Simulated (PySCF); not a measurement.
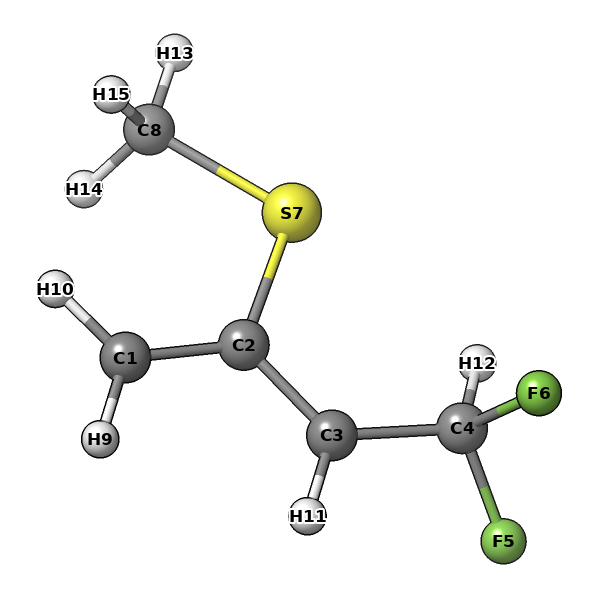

State: neutral, doublet. Computed geometry: GFN2-xTB optimisation. No frequency run is at hand to confirm it as a minimum. Computed with UKS B3LYP, pcH-1 on C F H S, non-relativistic (PySCF 2.14.0). Fermi-contact and spin-dipolar terms alone, no spin-orbit part.

> Which nucleus has the largest dipolar (anisotropic) hyperfine coupling?

19F at F6: principal values −63.9, −60.5, 124.5 MHz.

List the isotropic and dipolar parts for the most strongly coupled nuclei, one of each equivalent set.

| atom | isotope | a_iso (MHz) | dipolar part (MHz) |
| --- | --- | --- | --- |
| F6 | 19F | 148.2 | −63.9, −60.5, 124.5 |
| C3 | 13C | 59.2 | −54.9, −53.4, 108.3 |
| C1 | 13C | 52.3 | −49.9, −48.3, 98.3 |
| F5 | 19F | 42.7 | −35.7, −30.7, 66.4 |
| C2 | 13C | −51.7 | −27.9, 11.4, 16.5 |
| H10 | 1H | −40.7 | −24.5, −0.4, 24.9 |
| H11 | 1H | −41.5 | −22.2, −2.7, 24.9 |
| H9 | 1H | −38.4 | −20.3, −2.1, 22.4 |
